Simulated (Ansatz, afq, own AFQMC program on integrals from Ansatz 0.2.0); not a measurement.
# H₂F (doublet): AFQMC on the coupled-cluster ladder at distance H1–H2 along a hydrogen transfer = 0.855 Å, cc-pVTZ

How near does AFQMC come to the top of the ladder for H₂F (doublet)?

Computed with Ansatz 0.2.0, Gaussian basis, and an in-house AFQMC program (afq) on its integrals; all values are calculated. Level: cc-pVTZ, frozen cores.

The runs, in order: PBE (unrestricted); r2SCAN (unrestricted); PBE0 (unrestricted); B3LYP (unrestricted); wB97M-V (unrestricted); CCSD(T) on UHF; B2PLYP (unrestricted); CCSDT(Q) on UHF; Phaseless AFQMC, CISD trial on UHF.

## 1. The geometry

The geometry derives from fragments relaxed apart (PBE0/def2-TZVP) and kept rigid, so it is no stationary point. A hydrogen atom is moved between rigid fragments.

3 atoms, charge 0, spin multiplicity 2.

Atoms are counted from 1 here; the program's logs count them from 0.

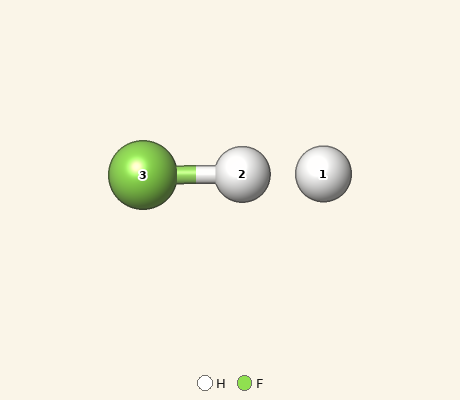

The geometry (hydrogen white, fluorine green); atoms are numbered from 1 in the order of the file.

## 2. PBE (unrestricted)

File in.yaml:

```yaml
crystal:
  periodic: [false, false, false]
  atoms:
    - {symbol: H, position_ang: [0.000000, 0.000000, -0.918667]}
    - {symbol: H, position_ang: [0.000000, 0.000000, -0.063667]}
    - {symbol: F, position_ang: [0.000000, 0.000000, 0.982333]}
basis:
  gaussian: {orbitals: cc-pVTZ}
magnetization: {spin_polarized: true, initial_magnetization: 1}
hamiltonian: {xc: {name: PBE}}
output: {orbitals: {seedname: orbitals}}
```

The run is started by

```sh
$ ansatz run in.yaml --threads 1 --pin off --events-out ev --progress --plain --max-ram 5632MiB --backend cpu
```

The log of the run:

```text
Functional definition: PBE
  name "PBE"
  cite "Perdew, Burke & Ernzerhof, Phys. Rev. Lett. 77, 3865 (1996) doi:10.1103/PhysRevLett.77.3865"
  parent pbe
  parameter kappa = 0.804
  parameter beta = 0.06672455060314922
  exchange = pbe_x(kappa = kappa, mu = beta*pi^2/3)
  correlation = pbe_c(beta = beta)
266 factors; their error is unknown
mean field evaluation 1: about -2743.6621 eV, gradient 1.9e1 eV
mean field evaluation 2: about -2740.8055 eV, gradient 3.7e1 eV
mean field evaluation 4: about -2744.6180 eV, gradient 5.0e-1 eV
mean field evaluation 8: about -2744.6079 eV, gradient 1.2e-1 eV
mean field -2744.60794584 eV, -100.8624816475 hartree, gradient 1.9e-5 eV, S^2 0.752761; 0 other end points of the search recorded, 0 dependent functions left out
reference -2744.60796835 eV, -100.8624824747 hartree; 6, 5 occupied and 52, 53 virtual orbitals, 266 factors
Total energy: -2744.60796835 eV, -100.8624824747 hartree
```

Run time: 0.39 s. Hardware: 1 thread of AMD EPYC 7R13 (Zen 3), shared host; peak memory 1.7 GiB.

From the report: ⟨S²⟩ of the determinant 0.753 (pure doublet: 0.75).

## 3. r2SCAN (unrestricted)

in.yaml, as its differences from that of step 2:

```diff
@@ -9,3 +9,2 @@
 magnetization: {spin_polarized: true, initial_magnetization: 1}
-hamiltonian: {xc: {name: PBE}}
-output: {orbitals: {seedname: orbitals}}
+hamiltonian: {xc: {name: r2SCAN}}
```

Launched as before.

The log of the run:

```text
Functional definition: r2SCAN
  name "r2SCAN"
  cite "Furness, Kaplan, Ning, Perdew & Sun, J. Phys. Chem. Lett. 11, 8208 (2020) doi:10.1021/acs.jpclett.0c02405"
  cite "Furness, Kaplan, Ning, Perdew & Sun, J. Phys. Chem. Lett. 11, 9248 (2020) doi:10.1021/acs.jpclett.0c03077"
  parent r2scan
  parameter k0 = 0.174
  parameter k1 = 0.065
  parameter a1 = 4.9479
  exchange = r2scan_x(k0 = k0, k1 = k1, a1 = a1)
  correlation = r2scan_c
266 factors; their error is unknown
mean field evaluation 1: about -2745.2007 eV, gradient 1.8e1 eV
mean field evaluation 2: about -2743.1697 eV, gradient 3.2e1 eV
mean field evaluation 4: about -2746.1622 eV, gradient 6.2e-1 eV
mean field evaluation 8: about -2746.1523 eV, gradient 2.9e-3 eV
mean field -2746.15225206 eV, -100.9192338542 hartree, gradient 3.5e-5 eV, S^2 0.755405; 0 other end points of the search recorded, 0 dependent functions left out
reference -2746.15225897 eV, -100.9192341084 hartree; 6, 5 occupied and 52, 53 virtual orbitals, 266 factors
Total energy: -2746.15225897 eV, -100.9192341084 hartree
```

Wall time 0.73 s (1 thread of AMD EPYC 7R13 (Zen 3), shared host); peak memory 1.7 GiB.

From the report: ⟨S²⟩ of the determinant 0.755 (pure doublet: 0.75).

## 4. PBE0 (unrestricted)

in.yaml, as its differences from that of step 3:

```diff
@@ -9,2 +9,3 @@
 magnetization: {spin_polarized: true, initial_magnetization: 1}
-hamiltonian: {xc: {name: r2SCAN}}
+hamiltonian: {xc: {name: PBE0}}
+output: {orbitals: {seedname: orbitals}}
```

The command is unchanged.

The log of the run:

```text
Functional definition: PBE0
  name "PBE0"
  cite "Adamo & Barone, J. Chem. Phys. 110, 6158 (1999) doi:10.1063/1.478522"
  cite "Perdew, Burke & Ernzerhof, Phys. Rev. Lett. 77, 3865 (1996) doi:10.1103/PhysRevLett.77.3865"
  parent pbe
  parameter a = 0.25
  parameter kappa = 0.804
  parameter beta = 0.06672455060314922
  exchange = (1 - a)*pbe_x(kappa = kappa, mu = beta*pi^2/3) + a*exact_x
  correlation = pbe_c(beta = beta)
266 factors; their error is unknown
mean field evaluation 1: about -2743.5738 eV, gradient 1.8e1 eV
mean field evaluation 2: about -2742.3766 eV, gradient 2.8e1 eV
mean field evaluation 4: about -2744.5336 eV, gradient 2.7e-1 eV
mean field evaluation 8: about -2744.5329 eV, gradient 4.3e-3 eV
mean field -2744.53291324 eV, -100.8597242503 hartree, gradient 1.0e-5 eV, S^2 0.755955; 0 other end points of the search recorded, 0 dependent functions left out
reference -2744.53292989 eV, -100.8597248622 hartree; 6, 5 occupied and 52, 53 virtual orbitals, 266 factors
Total energy: -2744.53292989 eV, -100.8597248622 hartree
```

Run time: 0.36 s. Hardware: 1 thread of AMD EPYC 7R13 (Zen 3), shared host; peak memory 1.7 GiB.

From the report: ⟨S²⟩ of the determinant 0.756 (pure doublet: 0.75).

## 5. B3LYP (unrestricted)

in.yaml, as its differences from that of step 4:

```diff
@@ -9,3 +9,2 @@
 magnetization: {spin_polarized: true, initial_magnetization: 1}
-hamiltonian: {xc: {name: PBE0}}
-output: {orbitals: {seedname: orbitals}}
+hamiltonian: {xc: {name: B3LYP}}
```

Launched as before.

The log of the run:

```text
Functional definition: B3LYP
  name "B3LYP"
  cite "Stephens, Devlin, Chabalowski & Frisch, J. Phys. Chem. 98, 11623 (1994) doi:10.1021/j100096a001"
  cite "Becke, Phys. Rev. A 38, 3098 (1988) doi:10.1103/PhysRevA.38.3098"
  cite "Lee, Yang & Parr, Phys. Rev. B 37, 785 (1988) doi:10.1103/PhysRevB.37.785"
  cite "Vosko, Wilk & Nusair, Can. J. Phys. 58, 1200 (1980) doi:10.1139/p80-159"
  parameter a0 = 0.2
  parameter ax = 0.72
  parameter ac = 0.81
  exchange = (1 - a0 - ax)*slater_x + ax*b88_x + a0*exact_x
  correlation = (1 - ac)*vwn_rpa_c + ac*lyp_c
266 factors; their error is unknown
mean field evaluation 1: about -2746.3234 eV, gradient 1.9e1 eV
mean field evaluation 2: about -2744.4456 eV, gradient 3.2e1 eV
mean field evaluation 4: about -2747.3637 eV, gradient 3.7e-1 eV
mean field evaluation 8: about -2747.3612 eV, gradient 2.4e-3 eV
mean field -2747.36120490 eV, -100.9636620516 hartree, gradient 6.4e-6 eV, S^2 0.754874; 0 other end points of the search recorded, 0 dependent functions left out
reference -2747.36134520 eV, -100.9636672075 hartree; 6, 5 occupied and 52, 53 virtual orbitals, 266 factors
Total energy: -2747.36134520 eV, -100.9636672075 hartree
```

Run time: 0.4 s. Hardware: 1 thread of AMD EPYC 7R13 (Zen 3), shared host; peak memory 1.7 GiB.

From the report: ⟨S²⟩ of the determinant 0.755 (pure doublet: 0.75).

## 6. wB97M-V (unrestricted)

in.yaml, as its differences from that of step 5:

```diff
@@ -9,2 +9,3 @@
 magnetization: {spin_polarized: true, initial_magnetization: 1}
-hamiltonian: {xc: {name: B3LYP}}
+hamiltonian: {xc: {name: wB97M-V}}
+output: {orbitals: {seedname: orbitals}}
```

Launched as before.

The log of the run, shortened:

```text
Functional definition: wB97M-V
  name "wB97M-V"
  cite "Mardirossian & Head-Gordon, J. Chem. Phys. 144, 214110 (2016) doi:10.1063/1.4952647"
  cite "Becke, J. Chem. Phys. 107, 8554 (1997) doi:10.1063/1.475007"
  cite "Vydrov & Van Voorhis, J. Chem. Phys. 133, 244103 (2010) doi:10.1063/1.3521275"
  # Of w^i u^j: cxij and so on, Table III.
[...]
  gx(w, u) = 1 - cx + cx01*u + cx10*w
  gss(w, u) = css00 + css04*u^4 + css10*w + css20*w^2 + css43*w^4*u^3
  gos(w, u) = cos00 + cos10*w + (cos20 + cos21*u)*w^2 + (cos60 + cos61*u)*w^6
[...]
      + integral(e_c_pw_mod_opposite_spin*gos(b97_w_opposite, b97_u_opposite)) + vv10(b, c)
266 factors; their error is unknown
69 factors; integrals over basis functions are off by at most 2.4e-5 eV
[...]
mean field -2746.02170326 eV, -100.9144362745 hartree, gradient 7.4e-5 eV, S^2 0.754645; 0 other end points of the search recorded, 0 dependent functions left out
reference -2746.02172432 eV, -100.9144370482 hartree; 6, 5 occupied and 52, 53 virtual orbitals, 266 factors
Total energy: -2746.02172432 eV, -100.9144370482 hartree
```

Wall time 1.3 s (1 thread of AMD EPYC 7R13 (Zen 3), shared host); peak memory 1.7 GiB.

From the report: ⟨S²⟩ of the determinant 0.755 (pure doublet: 0.75).

## 7. CCSD(T) on UHF

in.yaml, as its differences from that of step 6:

```diff
@@ -9,3 +9,2 @@
 magnetization: {spin_polarized: true, initial_magnetization: 1}
-hamiltonian: {xc: {name: wB97M-V}}
-output: {orbitals: {seedname: orbitals}}
+correlation: {method: ccsd_t, electrons: outside_noble_gas, hamiltonian_folder: ham}
```

The run is started by

```sh
$ ansatz run in.yaml --threads 1 --pin off --events-out ev --progress --plain --max-ram 16896MiB --backend cuda --devices 0, --max-vram 18GiB
```

The log of the run, shortened:

```text
Functional definition: HF
  name "HF"
  cite "Fock, Z. Phys. 61, 126 (1930) doi:10.1007/BF01340294"
  parent pbe
[...]
338 factors; integrals over basis functions are off by at most 1.3e-3 eV
[...]
mean field -2734.98199397 eV, -100.5087344410 hartree, gradient 3.5e-6 eV, S^2 0.775469; 3 other end points of the search recorded, 0 dependent functions left out
determinant -2734.98199397 eV, -100.5087344410 hartree, with singles and doubles -2742.80356531 eV, -100.7961718862 hartree
determinant -2732.11463227 eV, -100.4033608423 hartree, with singles and doubles -2739.18389001 eV, -100.6631512724 hartree
1 core orbitals not correlated: weight in the atoms' cores, before any rotation towards them, 1.000 or more for the frozen orbitals, at most 0.000 for the correlated occupied ones
reference -2734.98199397 eV, -100.5087344410 hartree; 5, 4 occupied and 52, 53 virtual orbitals, 338 factors
second order -7.62529475 eV of doubles, -0.00000000 eV of singles
cycle   1  -7.80511841 eV  change    -1.0e0 eV  update   1.4e-2
[...]
cycle   9  -7.82562235 eV  change    7.0e-6 eV  update   3.0e-6
perturbative correction -0.19885382 eV, -0.0073077433 hartree
Total energy: -2743.00647014 eV, -100.8036285011 hartree
```

Run time: 3.5 s. Hardware: 1 × NVIDIA H100 80GB HBM3 with 1 thread of AMD EPYC 7R13 (Zen 3), shared host; peak host memory 1.7 GiB.

From the report: ⟨S²⟩ of the determinant 0.775 (pure doublet: 0.75); correlation -8.0245 eV; T1 0.014; largest double amplitude 0.05.

This run also writes the integrals to the folder ham.

## 8. B2PLYP (unrestricted)

in.yaml, as its differences from that of step 7:

```diff
@@ -9,2 +9,3 @@
 magnetization: {spin_polarized: true, initial_magnetization: 1}
-correlation: {method: ccsd_t, electrons: outside_noble_gas, hamiltonian_folder: ham}
+hamiltonian: {xc: {name: B2PLYP}}
+correlation: {electrons: outside_noble_gas}
```

The run is started by

```sh
$ ansatz run in.yaml --threads 1 --pin off --events-out ev --progress --plain --max-ram 5632MiB --backend cpu
```

The log of the run, shortened:

```text
Functional definition: B2PLYP
  name "B2PLYP"
  cite "Grimme, J. Chem. Phys. 124, 034108 (2006) doi:10.1063/1.2148954"
  cite "Becke, Phys. Rev. A 38, 3098 (1988) doi:10.1103/PhysRevA.38.3098"
  cite "Lee, Yang & Parr, Phys. Rev. B 37, 785 (1988) doi:10.1103/PhysRevB.37.785"
[...]
338 factors; integrals over basis functions are off by at most 1.3e-3 eV
[...]
mean field -2743.18462290 eV, -100.8101754943 hartree, gradient 6.4e-6 eV, S^2 0.761416; 0 other end points of the search recorded, 0 dependent functions left out
1 core orbitals not correlated: weight in the atoms' cores, before any rotation towards them, 1.000 or more for the frozen orbitals, at most 0.000 for the correlated occupied ones
reference -2743.18471051 eV, -100.8101787138 hartree; 5, 4 occupied and 52, 53 virtual orbitals, 338 factors
second order -9.02639367 eV of doubles, -0.00000000 eV of singles
Total energy: -2745.62183680 eV, -100.8997414531 hartree
```

It took 0.55 s on 1 thread of AMD EPYC 7R13 (Zen 3), shared host; peak memory 1.7 GiB.

From the report: ⟨S²⟩ of the determinant 0.761 (pure doublet: 0.75).

## 9. CCSDT(Q) on UHF

in.yaml, as its differences from that of step 8:

```diff
@@ -9,3 +9,2 @@
 magnetization: {spin_polarized: true, initial_magnetization: 1}
-hamiltonian: {xc: {name: B2PLYP}}
-correlation: {electrons: outside_noble_gas}
+correlation: {method: ccsdt_q, electrons: outside_noble_gas}
```

The run is started by

```sh
$ ansatz run in.yaml --threads 1 --pin off --events-out ev --progress --plain --max-ram 16896MiB --backend cuda --devices 0, --max-vram 18GiB
```

The log of the run, shortened:

```text
Functional definition: HF
  name "HF"
  cite "Fock, Z. Phys. 61, 126 (1930) doi:10.1007/BF01340294"
  parent pbe
[...]
642 factors; integrals over basis functions are off by at most 2.2e-7 eV
[...]
mean field -2734.98199830 eV, -100.5087346000 hartree, gradient 3.4e-6 eV, S^2 0.775469; 3 other end points of the search recorded, 0 dependent functions left out
determinant -2734.98199830 eV, -100.5087346000 hartree, with singles and doubles -2742.80359405 eV, -100.7961729424 hartree
determinant -2732.11463520 eV, -100.4033609497 hartree, with singles and doubles -2739.18391492 eV, -100.6631521879 hartree
1 core orbitals not correlated: weight in the atoms' cores, before any rotation towards them, 1.000 or more for the frozen orbitals, at most 0.000 for the correlated occupied ones
reference -2734.98199830 eV, -100.5087346000 hartree; 5, 4 occupied and 52, 53 virtual orbitals, 642 factors
second order -7.62532040 eV of doubles, -0.00000000 eV of singles
cycle   1  -7.61042336 eV  change    1.5e-2 eV  update   5.8e-2
[...]
cycle  14  -8.02964882 eV  change    7.1e-7 eV  update   4.1e-7
perturbative correction -0.00917630 eV, -0.0003372230 hartree
Total energy: -2743.02082342 eV, -100.8041559745 hartree
```

Wall time 5.5 s (1 × NVIDIA H100 80GB HBM3 with 1 thread of AMD EPYC 7R13 (Zen 3), shared host); peak host memory 1.7 GiB.

From the report: ⟨S²⟩ of the determinant 0.775 (pure doublet: 0.75); correlation -8.0388 eV; T1 0.014; largest double amplitude 0.06.

## 10. Phaseless AFQMC, CISD trial on UHF

It reads the integrals that the CCSD(T) run on this determinant wrote.

The run is started by

```sh
$ afq ham --method phaseless --trial cisd --walkers 4000 --populations 20 --least-time 60 --time-step 0.005 --steps-per-block 50 --equilibration-blocks 28 --max-blocks 4000 --target-error 0.00018 --factor-cut 1e-05 --start spin_pure --seed 2962 --release-times 0.24,0.51,0.99,1.62,2.4 --release-step 0.03 --release-every 3 --taylor-order 6
```

The log of the run:

```text
orbitals 57  electrons 5 4  factors 337 of 338
reference energy -100.50873444 Eh
CCSD correlation -0.28758623 Eh in 10 cycles, weight of the determinant in the CISD state 0.9394
energy of the start -100.795210 Eh
 block  time / (1/Eh)  mean weight  energy / Eh
     1     0.250  0.9999  -100.797533
     2     0.500  0.9998  -100.800560
     3     0.750  0.9998  -100.802195
     4     1.000  1.0010  -100.802412
     5     1.250  0.9996  -100.802622
     6     1.500  1.0002  -100.803214
     7     1.750  0.9997  -100.803820
     8     2.000  1.0001  -100.803692
     9     2.250  1.0001  -100.803256
    10     2.500  1.0004  -100.804462
    11     2.750  1.0000  -100.803536
    12     3.000  1.0001  -100.804342
    13     3.250  0.9996  -100.803549
    14     3.500  0.9996  -100.802897
    15     3.750  0.9996  -100.803877
    16     4.000  1.0000  -100.804240
    17     4.250  0.9998  -100.804608
    18     4.500  1.0002  -100.804050
    19     4.750  0.9998  -100.803602
    20     5.000  1.0002  -100.804205
    21     5.250  1.0001  -100.803740
    22     5.500  1.0001  -100.803957
    23     5.750  0.9998  -100.803209
    24     6.000  1.0004  -100.803860
    25     6.250  0.9996  -100.803784
    26     6.500  1.0000  -100.804270
    27     6.750  0.9999  -100.803663
    28     7.000  0.9998  -100.804518
    29     7.250  0.9998  -100.804676
    30     7.500  0.9996  -100.805011
    31     7.750  0.9996  -100.803451
    32     8.000  0.9998  -100.803496
    33     8.250  0.9993  -100.803486
    34     8.500  0.9996  -100.802854
    35     8.750  0.9997  -100.803121
    36     9.000  0.9999  -100.804008
    37     9.250  0.9996  -100.803690
    38     9.500  0.9996  -100.803589
    39     9.750  1.0001  -100.803716
    40    10.000  0.9999  -100.803396
    41    10.250  0.9998  -100.802633
    42    10.500  1.0000  -100.803707
    43    10.750  0.9998  -100.803759
    44    11.000  0.9994  -100.804504
    45    11.250  1.0001  -100.804914
    46    11.500  1.0005  -100.804534
    47    11.750  1.0004  -100.804567
    48    12.000  0.9998  -100.804586
    49    12.250  0.9994  -100.803590
    50    12.500  1.0007  -100.804361
    51    12.750  0.9999  -100.803831
    52    13.000  1.0001  -100.803448
    53    13.250  0.9998  -100.804144
    54    13.500  1.0002  -100.803418
    55    13.750  0.9999  -100.804450
    56    14.000  0.9999  -100.803691
    57    14.250  1.0001  -100.803008
    58    14.500  0.9999  -100.803196
    59    14.750  1.0005  -100.804576
    60    15.000  1.0008  -100.803838
    61    15.250  1.0002  -100.802797
    62    15.500  0.9999  -100.802369
    63    15.750  0.9998  -100.803189
    64    16.000  1.0002  -100.804207
    65    16.250  0.9994  -100.803824
    66    16.500  0.9999  -100.803376
    67    16.750  0.9995  -100.804906
    68    17.000  0.9996  -100.803899
    69    17.250  0.9997  -100.803800
    70    17.500  0.9992  -100.804637
    71    17.750  1.0002  -100.803706
    72    18.000  0.9994  -100.803764
    73    18.250  0.9999  -100.803019
    74    18.500  0.9995  -100.803789
    75    18.750  1.0002  -100.802839
    76    19.000  1.0000  -100.803167
    77    19.250  1.0007  -100.803444
    78    19.500  1.0004  -100.803740
error from the spread of 20 populations
released: time / (1/Eh)  energy / Eh  error  mean overlap
  0.24  -100.803809  0.000088  0.9967
  0.51  -100.804014  0.000063  0.9931
  0.99  -100.804093  0.000129  0.9853
  1.62  -100.804134  0.000139  0.9713
  2.40  -100.804419  0.000192  0.9538
energy -100.803754 +/- 0.000108 Eh
```

Wall time 48 s (1 × NVIDIA H100 80GB HBM3 with 2 threads of AMD EPYC 7R13 (Zen 3), shared host); peak host memory 1.7 GiB.

Energy -2743.0099 ± 0.0029 eV. Caveats: constraint bias not in the error.

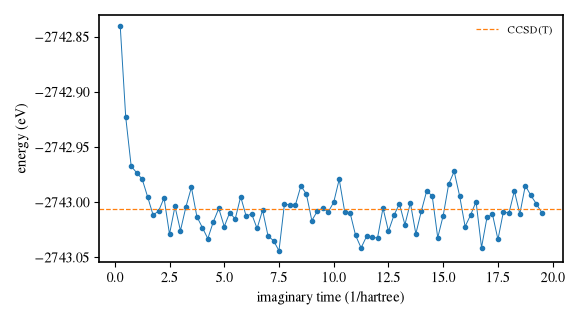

Block energies along the walk.

## 11. AFQMC on the ladder

On the UHF determinant, counted from CCSDT(Q) (a yardstick, not exact):

```csv
level,energy (eV),from CCSDT(Q) (kcal/mol),statistical error (kcal/mol),time
HF,-2734.9820,+185.38,,
MP2,-2742.6073,+9.54,,
CCSD,-2742.8076,+4.92,,
CCSD(T),-2743.0065,+0.33,,
CCSDT(Q),-2743.0208,0.00,,
"Phaseless AFQMC, CISD trial, step 0.005, 4000 walkers",-2743.0099,+0.25,0.07,48 s
```

The functionals' totals stand on their own zeros and serve differences with other points: PBE -2744.608 eV; r2SCAN -2746.152 eV; PBE0 -2744.533 eV; B3LYP -2747.361 eV; wB97M-V -2746.022 eV; B2PLYP -2745.622 eV.

## 12. Results

| quantity | value |
| --- | --- |
| CCSD(T) on UHF from CCSDT(Q) | +0.33 kcal/mol |
| Phaseless AFQMC, CISD trial on UHF from CCSDT(Q) | +0.25 ± 0.07 kcal/mol |

**Reading.** On UHF the phaseless walk with the CISD trial lies +0.25 kcal/mol from CCSDT(Q), 4 times its error bar. Error bars are statistical and leave out the constraint, the time step and what remains of the start.
